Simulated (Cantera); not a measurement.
Feed: 1 mol Fe(CO)5, a varied amount of N2, held at 1325 K and 10000 Pa.

Cantera equilibrium calculation (NASA polynomials, part measured and part estimated; ideal gas, pure solids and liquids). Candidate condensed phases: C, Fe, Fe(CO)5, FeO, Fe2O3, Fe3O4; 27 gas species. Condensed phases not in the tables: cementite and carbon dissolved in iron. Equilibrium is a limit: real reactors are often held back by kinetics, nucleation or transport.

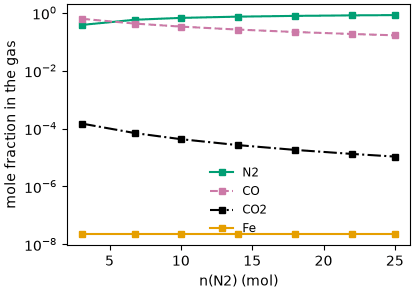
Figure: Equilibrium gas composition (values under 1e-9 drawn at 1e-9)

Problem. Read off the mole fractions at 10 mol N2.

Solution. N2 about 0.67, CO about 0.33, CO2 about 4.3e-5, Fe about 2.2e-8.
